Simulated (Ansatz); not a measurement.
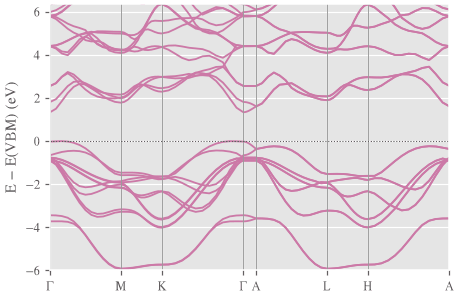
*Band structure from PBE in the plane-wave PAW code Ansatz*

**Question.** Read off the gap and where the band edges lie.

**Answer.** About 1.3 eV (1.34 eV by a search for the band edges); maximum on the K–Γ line, 86 % of the way from K, minimum at Γ.

The material is GaSe in space group P6_3/mmc (No. 194; Ga on 4f, Se on 4f).

The PBE relaxation kept the symmetry of its start. The volume lies over 15 % above that of the usual cell of this phase: another minimum, or an error of the functional. A crystal of weakly bound layers computed without a dispersion correction: the cell and the soft elastic constants depend strongly on that. Spin–orbit coupling is left out wherever it is not named.

Potentials: the earlier of the program's two PAW sets.
